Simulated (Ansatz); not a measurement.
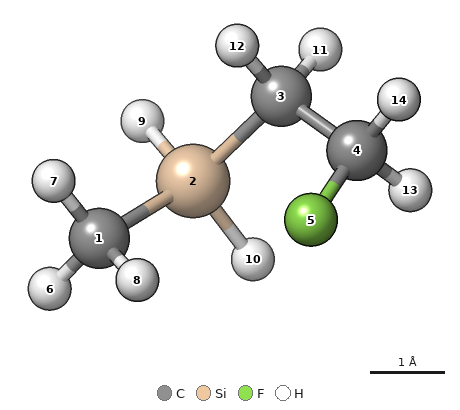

This is the input geometry for a relaxation of C3H9FSi. Style: ball-and-stick. Shown from a free direction.

The start comes from PBE-D4/def2-SVP.

These are results of RKS PBE0-D4/def2-TZVP (Ansatz 0.2.0), not measurements.

The input:
```yaml
crystal:
  periodic: [false, false, false]
  atoms:
    - {symbol: C, position_ang: [-1.185709, 1.542687, 0.551867]}
    - {symbol: Si, position_ang: [0.349133, 0.526206, 0.965209]}
    - {symbol: C, position_ang: [0.331848, -1.179479, 0.104510]}
    - {symbol: C, position_ang: [0.619377, -1.120645, -1.387994]}
    - {symbol: F, position_ang: [-0.200961, -0.175090, -2.010279]}
    - {symbol: H, position_ang: [-1.153489, 2.539514, 1.035802]}
    - {symbol: H, position_ang: [-2.103237, 1.022832, 0.895932]}
    - {symbol: H, position_ang: [-1.257939, 1.676093, -0.545139]}
    - {symbol: H, position_ang: [0.435971, 0.295564, 2.454191]}
    - {symbol: H, position_ang: [1.600551, 1.256406, 0.541308]}
    - {symbol: H, position_ang: [1.089890, -1.829526, 0.592917]}
    - {symbol: H, position_ang: [-0.656030, -1.655691, 0.290012]}
    - {symbol: H, position_ang: [1.677861, -0.827742, -1.573479]}
    - {symbol: H, position_ang: [0.439836, -2.100430, -1.885857]}
basis:
  gaussian: {orbitals: def2-TZVP}
hamiltonian: {xc: pbe0, dispersion: d4}
relax: {f_tol: 0.005, max_steps: 150}
```

Command:
```bash
ansatz run in.yaml --threads 4 --pin off --events-out ev --progress --plain --max-ram 10444MiB
```

**Where does the relaxation end?**

The largest move after the best rigid fit is that of F5, 0.14 Å. By element the largest moves are F 0.14 Å, H 0.10 Å, C 0.03 Å, Si 0.02 Å. Some distances before and after: Si2–C3 1.911 → 1.888 Å, C1–Si2 1.887 → 1.867 Å, Si2–H10 1.510 → 1.492 Å, C1–H6 1.109 → 1.092 Å. After 8 geometry steps the energy has fallen by 0.057 eV. Largest force component: 0.62 eV/Å at the start, 0.0041 eV/Å at the end. Cost: 33 s on 4 threads of Arm Neoverse V2, on a shared host.

Final geometry:

```xyz
14

C    -1.1616    1.5535    0.5476
Si    0.3360    0.5161    0.9560
C     0.3278   -1.1689    0.1033
C     0.6115   -1.1292   -1.3783
F    -0.2869   -0.2856   -2.0225
H    -1.1297    2.5075    1.0788
H    -2.0801    1.0365    0.8363
H    -1.2070    1.7515   -0.5246
H     0.3979    0.2752    2.4263
H     1.5863    1.2278    0.5608
H     1.0960   -1.7879    0.5810
H    -0.6304   -1.6662    0.2886
H     1.6166   -0.7454   -1.5802
H     0.5108   -2.1143   -1.8442
```

The end point in the same view:

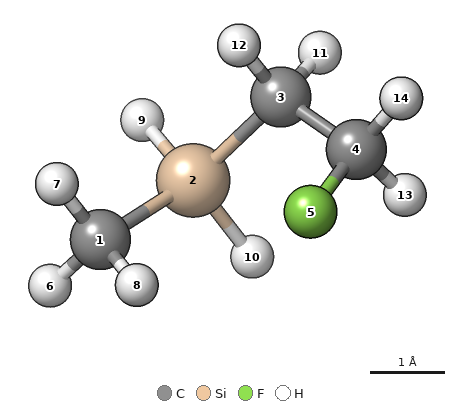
